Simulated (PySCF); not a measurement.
Consider C$_{3}$H$_{16}$N$_{2}$Si$_{3}$.

Input

```
{"job": {"kind": "nmr", "xc": "PBE0", "basis": "pcSseg-1"}, "charge": 0, "multiplicity": 1}
C     -2.779136    -2.323254    -0.360812
N     -1.380346    -2.053074    -0.136073
Si    -0.703344    -0.496113    -0.475658
C      1.139580    -0.676656    -0.036975
Si     2.214398     0.743784    -0.672919
C      4.025473     0.492501    -0.156916
Si    -1.669564     1.259907     0.674154
N     -1.914413     2.538895    -0.459504
H     -2.952327    -3.399369    -0.417777
H     -3.066829    -1.874029    -1.308698
H     -3.424840    -1.907120     0.421857
H     -1.037600    -2.547160     0.674360
H     -0.826164    -0.403953    -1.945201
H      1.245693    -0.745039     1.046473
H      1.511533    -1.619244    -0.436368
H      2.145415     0.826892    -2.138313
H      1.727452     2.017801    -0.116021
H      4.126632     0.423622     0.922571
H      4.647595     1.317360    -0.491114
H      4.434808    -0.419148    -0.583198
H     -0.900056     1.673664     1.873627
H     -3.028249     1.027934     1.194417
H     -1.159140     2.787982    -1.077396
H     -2.388304     3.373578    -0.153495
```

Launched as:

```sh
OMP_NUM_THREADS=1 python probes_run.py task.json out
```

Geometry: GFN2-xTB.

Method: PBE0/pcSseg-1, SCF density, gas phase, non-relativistic (PySCF).

Question: Predict the electron density and electron localisation function between the atoms.

Answer: C–Si (1.89 Å): ρ at the midpoint is about 0.91 e/Å³; the ELF peaks at about 0.95 between the atoms (a covalent bond).
C–H (1.09 Å): the density is about 1.9 e/Å³ at the midpoint; the ELF climbs to about 1 towards the hydrogen, as it does in any bond to H: an ordinary covalent bond to hydrogen.

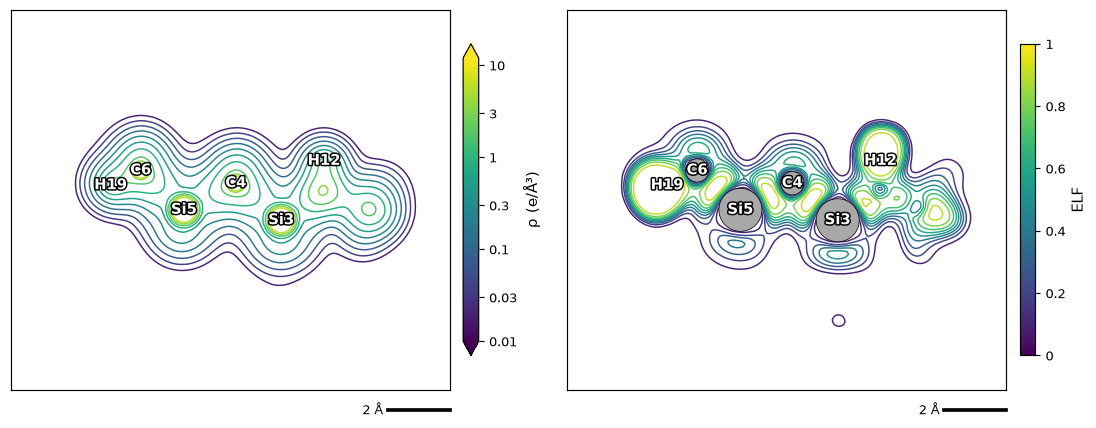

Computed electron density and electron localisation function on the plane of atoms C4, Si5 and C6, in this order. Grey discs cover the atomic cores in the ELF map. 
